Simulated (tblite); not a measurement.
# MnH12O6 (charge +3): energy and gradient calculation

- system: MnH12O6, charge +3, multiplicity 5
- method: GFN2-xTB, R-SCC (tblite 0.8.0)

The geometry comes from this level: GFN2-xTB.

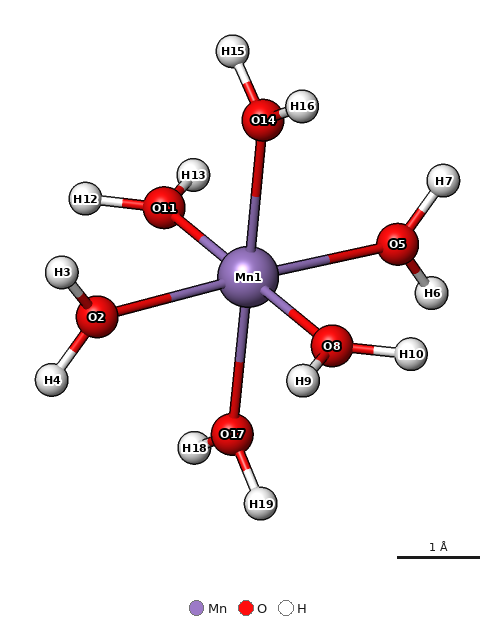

The input geometry (ball-and-stick view, seen at a tilt; atoms are numbered from 1 in the order of the input). Sticks mark near contacts. Bond lengths as drawn: H–O 0.97 to 0.98 Å and Mn–O 1.93 to 2.23 Å.

Summary

```json
{"quantity": "outcome", "value": "converged"}
{"quantity": "total energy", "value": "−31.716845 hartree"}
{"quantity": "basis functions", "value": "45"}
{"quantity": "largest force", "value": "0.326 eV/Å"}
{"quantity": "hardware", "value": "1 thread of Intel Xeon, 189 GiB of memory available, shared host"}
{"quantity": "peak memory", "value": "0.11 GiB"}
```

Notes

Settings chosen away from the usual ones: accuracy. The record of the run, not the program, notes: no spin polarisation.

The input (xtb_job.py)
```python
import json
import numpy as np
from tblite.interface import Calculator
from tblite.interface import symbols_to_numbers

symbols = list(map(str, np.loadtxt("molecule.xyz", skiprows=2, usecols=0, dtype=str, ndmin=1)))
numbers = np.array(symbols_to_numbers(symbols))
positions = np.loadtxt("molecule.xyz", skiprows=2, usecols=(1, 2, 3), ndmin=2) / 0.5291772

calc = Calculator("GFN2-xTB", numbers, positions, charge=3, uhf=4)
calc.set("accuracy", 0.1)
wfn = calc.singlepoint()

print(f"Energy: {wfn.get('energy') * 27.211386:.8f} eV")
eps = np.atleast_2d(wfn.get("orbital-energies")) * 27.211386
occ = np.atleast_2d(wfn.get("orbital-occupations"))
filled = occ.sum(axis=0) if eps.shape[0] == 1 else occ[0]
homo = np.nonzero(filled > 0.5)[0].max()
print(f"HOMO {eps[0, homo]:.4f} eV")
if homo + 1 < eps.shape[1]:
    print(f"LUMO {eps[0, homo + 1]:.4f} eV, gap {eps[0, homo + 1] - eps[0, homo]:.4f} eV")
mu = wfn.get("dipole") * 2.541746
print(f"Dipole moment: {np.linalg.norm(mu):.4f} D, components " + " ".join(f"{c:.4f}" for c in mu))
q = wfn.get("charges")
g = wfn.get("gradient")
print("atom     charge      dE/dx        dE/dy        dE/dz   (Eh/bohr)")
for i, s in enumerate(symbols):
    print(f"{s:<2}{i + 1:<3} {q[i]:9.4f} {g[i, 0]:12.7f} {g[i, 1]:12.7f} {g[i, 2]:12.7f}")
print(f"gradient norm {np.linalg.norm(g):.6f} Eh/bohr")
out = {k: np.asarray(wfn.get(k)).tolist() for k in ("energy", "gradient", "charges", "dipole", "orbital-energies", "orbital-occupations")}
out.update(symbols=symbols, positions=(positions * 0.529177210903).tolist())
json.dump(out, open("results.json", "w"))
```

File molecule.xyz
```
19
[Mn(H2O)6]3+
Mn     0.002020     0.022770    -0.005030
O      0.050430     0.191140     2.213500
H     -0.001490     1.003930     2.732680
H      0.068900    -0.539880     2.844600
O     -0.057280    -0.260450    -2.213800
H      0.038670    -1.096990    -2.687100
H     -0.135340     0.428000    -2.886390
O      1.921950     0.178110    -0.038690
H      2.501660     0.277250     0.739870
H      2.508120     0.161390    -0.818270
O     -1.917000    -0.129000     0.029840
H     -2.506590    -0.103060     0.807020
H     -2.490550    -0.256030    -0.749120
O     -0.171120     2.213490    -0.214750
H     -0.986190     2.731190    -0.247210
H      0.552060     2.847380    -0.305980
O      0.176580    -2.173780     0.221060
H     -0.547290    -2.808770     0.294950
H      0.992450    -2.686700     0.282840
```

Launched with:
```bash
python xtb_job.py
```

What the program printed
```
------------------------------------------------------------
  cycle        total energy    energy error   density error
------------------------------------------------------------
      1     -31.43759754898  -3.1627661E+01   2.8701202E-01
      2     -31.66240624791  -2.2480870E-01   1.2224224E-01
      3     -31.71165553844  -4.9249291E-02   4.2911096E-02
      4     -31.71655898930  -4.9034509E-03   2.0614641E-02
      5     -31.71677057528  -2.1158598E-04   7.8145871E-03
      6     -31.71683864319  -6.8067910E-05   1.1776857E-03
      7     -31.71684367456  -5.0313744E-06   6.6757692E-04
      8     -31.71684434558  -6.7101741E-07   2.9935556E-04
      9     -31.71684453127  -1.8569490E-07   4.9356616E-05
     10     -31.71684453750  -6.2290972E-09   1.4082837E-05
     11     -31.71684453780  -2.9901770E-10   6.1873022E-06
     12     -31.71684453783  -2.8130387E-11   4.2112922E-06
     13     -31.71684453785  -2.1429969E-11   3.0276488E-06
     14     -31.71684453794  -8.5552898E-11   2.4343921E-07
------------------------------------------------------------

 total:                                   0.014 sec
Energy: -863.05929942 eV
HOMO -22.7921 eV
LUMO -21.6184 eV, gap 1.1738 eV
Dipole moment: 0.0844 D, components -0.0156 0.0820 -0.0124
atom     charge      dE/dx        dE/dy        dE/dz   (Eh/bohr)
Mn1      0.8948   -0.0001201   -0.0003537    0.0001526
O 2     -0.4908    0.0004792    0.0005936    0.0061172
H 3      0.3993   -0.0000230   -0.0028789   -0.0051752
H 4      0.3989   -0.0003472    0.0018285   -0.0055898
O 5     -0.4910   -0.0004059   -0.0006923   -0.0062811
H 6      0.3990   -0.0001385    0.0030857    0.0049162
H 7      0.3990    0.0003224   -0.0019956    0.0056684
O 8     -0.4229    0.0000700    0.0002089   -0.0000648
H 9      0.4281   -0.0049102   -0.0006766   -0.0022215
H 10     0.4281   -0.0047171   -0.0002356    0.0025203
O 11    -0.4229    0.0001231   -0.0000103   -0.0000227
H 12     0.4282    0.0046013    0.0000605   -0.0022016
H 13     0.4280    0.0051271    0.0006166    0.0021893
O 14    -0.4827   -0.0002807    0.0058668   -0.0004171
H 15     0.3987    0.0024788   -0.0050794    0.0003995
H 16     0.3988   -0.0017632   -0.0054403    0.0005297
O 17    -0.4861    0.0004261   -0.0056714    0.0003967
H 18     0.3978    0.0016785    0.0055341   -0.0004536
H 19     0.3978   -0.0026006    0.0052392   -0.0004624
gradient norm 0.023109 Eh/bohr
```

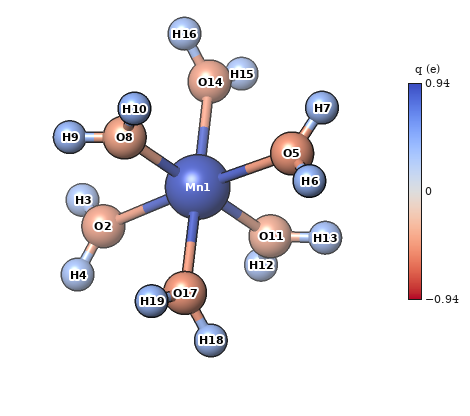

Mulliken charges, as the colour of each atom (ball-and-stick view, seen at a tilt; atoms are numbered from 1 in the order of the input). By element: Mn +0.89, O −0.49 to −0.42 and H +0.40 to +0.43 e.
